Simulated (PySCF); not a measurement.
# A workflow on BH5S (B(H2S)H3)

We compute a geometry optimisation (LRC-wPBEh/DZVP), then a single-point energy (BP86-D3(BJ)/pc-2), then the excited states (EOM-CCSD/6-31G) of BH5S (B(H2S)H3). 

Program for the calculation: PySCF 2.14.0.

1 further run of the same task is left out (for a faulty analytic Hessian).

## 1. Starting point

The species is BH5S (7 atoms), meant as a singlet with charge 0. SMILES: `[H]B([H])([H])<-S`. All atoms were displaced at random from a relaxed shape. The run starts from this shape.

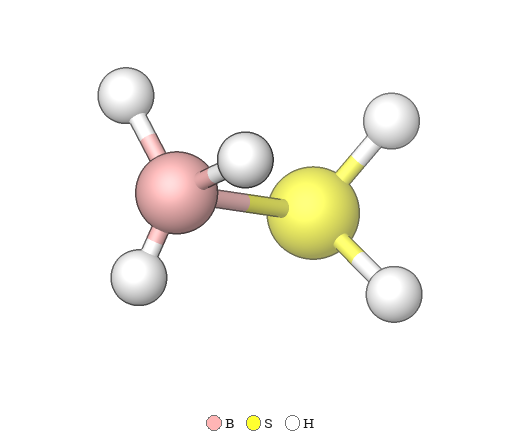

The structure, seen from a chosen angle (boron pink, sulfur yellow, hydrogen white).

## 2. A geometry optimisation at LRC-wPBEh/DZVP (density fitting with def2-universal-jkfit) (run 1)

run.py

```python
from pyscf import gto, dft
from pyscf.geomopt.geometric_solver import kernel as optimise

mol = gto.Mole()
mol.atom = [
    ('B', (0.073651, -0.312078, -0.858516)),
    ('S', (0.223022, -0.269338, 1.253175)),
    ('H', (0.520548, 0.955454, 1.519642)),
    ('H', (-1.129020, 0.025712, 1.486439)),
    ('H', (1.264948, -0.167293, -1.110180)),
    ('H', (-0.408728, 0.741627, -1.008836)),
    ('H', (-0.397763, -1.169210, -0.929277)),
]
mol.basis = 'dzvp'
mol.verbose = 3
mol.charge = 0
mol.max_memory = 1860
mol.build()

calc0 = dft.RKS(mol)
calc0.xc = 'lrc-wpbeh'
calc0 = calc0.density_fit(auxbasis='def2-universal-jkfit')
converged, mol_eq = optimise(calc0, maxsteps=100, convergence_set='GAU_TIGHT')
print('converged:', converged)
print(mol_eq.tostring())

calc0.reset(mol_eq)
mol = mol_eq
calc0.kernel()
e_final = calc0.e_tot
print('E(%s) = %.9f' % ('LRC-WPBEH', e_final))
```

Command:

```bash
$ OMP_NUM_THREADS=1 python run.py
```

Standard output:

```text
convergence_set           GAU_TIGHT
[... 59 lines left out ...]
converged SCF energy = -425.751521224695
[... 74 lines left out ...]
converged SCF energy = -425.793331100868
[... 99 lines left out ...]
converged SCF energy = -425.793488520778
[... 99 lines left out ...]
converged SCF energy = -425.793489347602
[... 88 lines left out ...]
Converged! =D
[... 1 line left out ...]
converged: True
B           0.12153524       -0.21695861       -0.78828318
S           0.17268999       -0.25265405        1.21044787
H           0.57175777        0.99174827        1.52674287
H          -1.10618108       -0.01621845        1.55166059
H           1.30331046       -0.21950387       -1.04505143
H          -0.48417735        0.78377848       -1.08557434
H          -0.43640939       -1.26476953       -1.01916713
converged SCF energy = -425.793489359325
E(LRC-WPBEH) = -425.793489359
```

It took 22 s on 1 thread of AMD EPYC 9R45 (Zen 5), shared host; peak memory 0.47 GiB.

Steps, from the record of the run:

| step | energy from the first frame kept (eV) | largest force (eV/Å) |
| --- | --- | --- |
| 0 | 0.0000 | 10.1616 |
| 1 | -1.0777 | 1.4572 |
| 2 | -1.1170 | 0.6845 |
| 3 | -1.1377 | 0.2669 |
| 4 | -1.1407 | 0.1784 |
| 5 | -1.1418 | 0.0746 |
| 6 | -1.1420 | 0.0071 |
| 7 | -1.1420 | 0.0045 |
| 8 | -1.1420 | 0.0046 |
| 9 | -1.1420 | 0.0046 |
| 10 | -1.1420 | 0.0032 |
| 11 | -1.1420 | 0.0019 |
| 12 | -1.1420 | 0.0007 |
| 13 | -1.1420 | 0.0002 |
| 14 | -1.1420 | 0.0002 |

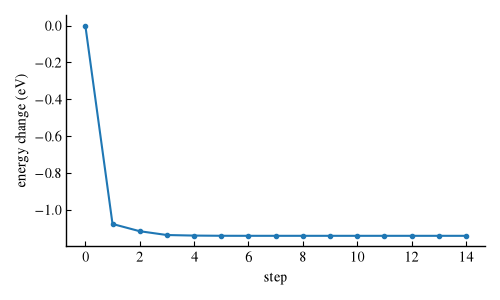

Energy along the run.

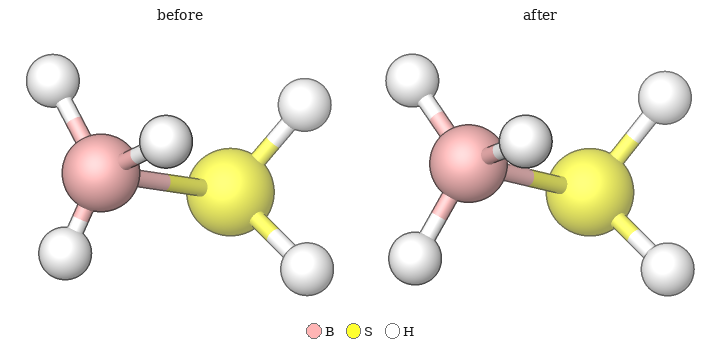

Before and after, at one scale.

After the run. Bond lengths: B1–S2 2.000 Å, S2–H3 1.345 Å, S2–H4 1.345 Å, B1–H5 1.209 Å, B1–H6 1.207 Å, B1–H7 1.209 Å. Angles: B1–S2–H3 103.1°, B1–S2–H4 103.1°, S2–B1–H5 100.8°, S2–B1–H6 105.9°, S2–B1–H7 100.8°, H3–S2–H4 93.4°, H5–B1–H6 116.1°, H5–B1–H7 114.1°, H6–B1–H7 116.1°.

## 3. A single-point energy at BP86-D3(BJ)/pc-2 (density fitting with def2-universal-jkfit, SS(V)PE benzene) (run 3)

run.py

```python
from pyscf import gto, dft, solvent

mol = gto.M(
    atom='''
B      0.121535    -0.216959    -0.788283
S      0.172690    -0.252654     1.210448
H      0.571758     0.991748     1.526743
H     -1.106181    -0.016218     1.551661
H      1.303310    -0.219504    -1.045051
H     -0.484177     0.783778    -1.085574
H     -0.436409    -1.264770    -1.019167
''',
    charge=0,
    verbose=3,
    basis='pc-2',
    max_memory=1860,
    spin=0,
)

mf = dft.RKS(mol, xc='bp86')
mf = mf.density_fit(auxbasis='def2-universal-jkfit')
mf = mf.PCM()
mf.with_solvent.method = 'SS(V)PE'
mf.with_solvent.eps = 2.2706
mf.disp = 'd3bj'
mf.kernel()

etot = mf.e_tot
print(f'total energy: {etot:.8f} hartree')
dip = mf.dip_moment()
pop, q = mf.mulliken_pop()
```

Command:

```bash
$ OMP_NUM_THREADS=1 python run.py
```

Standard output:

```text
WARN: PCM is an experimental feature. It is still in testing.
Features and APIs may be changed in the future.

converged SCF energy = -426.10710200066
total energy: -426.10710200 hartree
Dipole moment(X, Y, Z, Debye): -0.64152,  1.17264,  4.29649
[... 142 lines left out ...]
charge of    6H =     -0.03952
```

It took 13 s on 1 thread of AMD EPYC 9R45 (Zen 5), shared host; peak memory 0.55 GiB.

## 4. The vertical excitations at EOM-CCSD/6-31G (root kind ee, spin of roots singlet) (run 4)

geometry.xyz

```xyz
7
BH5S
B      0.121535    -0.216959    -0.788283
S      0.172690    -0.252654     1.210448
H      0.571758     0.991748     1.526743
H     -1.106181    -0.016218     1.551661
H      1.303310    -0.219504    -1.045051
H     -0.484177     0.783778    -1.085574
H     -0.436409    -1.264770    -1.019167
```

run.py

```python
import numpy
from pyscf import gto, cc

system = gto.Mole()
system.atom = 'geometry.xyz'
system.spin = 0
system.verbose = 4
system.cart = True
system.max_memory = 1860
system.basis = '6-31g'
system.charge = 0
system.build()

mf = system.RHF()
mf.kernel()

mycc = cc.CCSD(mf, frozen=6)
mycc.kernel()
etot = mycc.e_tot
print('Final energy', etot)

e, vec = mycc.eomee_ccsd_singlet(nroots=4)
roots = numpy.atleast_1d(e) * 27.211386
print('EOM-EE-CCSD roots (eV)')
for i, w in enumerate(roots, 1):
    print('%3d %10.4f' % (i, w))
```

Command:

```bash
$ OMP_NUM_THREADS=1 python run.py
```

Standard output:

```text
PySCF version 2.14.0

[... 58 lines left out ...]
converged SCF energy = -424.994462618863
[... 12 lines left out ...]
Init t2, MP2 energy = -425.122212638558  E_corr(MP2) -0.12775001969424
[... 10 lines left out ...]
CCSD converged
[... 1 line left out ...]
Final energy -425.15408961452584
[... 1 line left out ...]
******** <class 'pyscf.cc.eom_rccsd.EOMEESinglet'> ********
max_space = 20
max_cycle = 50
conv_tol = 1e-07
partition = None
EOM-CCSD root 0 E = 0.29168548262452  qpwt = 0.951261  conv = True
EOM-CCSD root 1 E = 0.3117175747307819  qpwt = 0.937579  conv = True
EOM-CCSD root 2 E = 0.3317082522174077  qpwt = 0.920471  conv = True
EOM-CCSD root 3 E = 0.3320816271103407  qpwt = 0.929782  conv = True
EOM-EE-CCSD roots (eV)
  1     7.9372
  2     8.4823
  3     9.0262
  4     9.0364
```

It took 0.86 s on 1 thread of AMD EPYC 9R45 (Zen 5), shared host; peak memory 0.13 GiB.

The roots found:

| excited state | energy (eV) |
| --- | --- |
| 1 | 7.937 |
| 2 | 8.482 |
| 3 | 9.026 |
| 4 | 9.036 |

## 5. What came out

| quantity | value |
| --- | --- |
| run 1, LRC-wPBEh/DZVP: total energy at the end | -425.79349 Eh |
| run 1, LRC-wPBEh/DZVP: dipole moment | 4.25 D |
| run 1, LRC-wPBEh/DZVP: HOMO energy | -10.20 eV |
| run 1, LRC-wPBEh/DZVP: LUMO energy | 1.58 eV |
| run 1, LRC-wPBEh/DZVP: HOMO–LUMO gap | 11.78 eV |
| run 3, BP86-D3(BJ)/pc-2: total energy | -426.10710 Eh |
| run 3, BP86-D3(BJ)/pc-2: dipole moment | 4.50 D |
| run 3, BP86-D3(BJ)/pc-2: HOMO energy | -7.15 eV |
| run 3, BP86-D3(BJ)/pc-2: LUMO energy | -1.13 eV |
| run 3, BP86-D3(BJ)/pc-2: HOMO–LUMO gap | 6.02 eV |
| run 3, BP86-D3(BJ)/pc-2: dispersion energy | -15.56 kJ/mol |
| run 3, BP86-D3(BJ)/pc-2: solvent term in the energy | -15.8 kJ/mol |
| run 4, EOM-CCSD/6-31G: ground-state or mean-field energy | -425.15409 Eh |
| run 4, EOM-CCSD/6-31G: dipole moment (Hartree–Fock density) | 4.23 D |
| run 4, EOM-CCSD/6-31G: HOMO energy (Hartree–Fock orbitals) | -11.65 eV |
| run 4, EOM-CCSD/6-31G: LUMO energy (Hartree–Fock orbitals) | 3.76 eV |
| run 4, EOM-CCSD/6-31G: HOMO–LUMO gap (Hartree–Fock orbitals) | 15.41 eV |
| run 4, EOM-CCSD/6-31G: correlation energy (6 core orbitals frozen) | -159.6 mEh |
| run 4, EOM-CCSD/6-31G: T1 diagnostic | 0.008 |
| run 4, EOM-CCSD/6-31G: lowest singlet excitation energy | 7.94 eV |

What this shows: The optimisation (run 1, LRC-wPBEh/DZVP) took 14 steps and changed the energy by -1.142 eV. The basis has no diffuse functions, so Rydberg states are missing or pushed up, and the true lowest state may lie lower. Mulliken charges (run 4, EOM-CCSD/6-31G) of the mean-field density run from -0.10 on H6 to +0.13 on H3; they depend strongly on the basis.
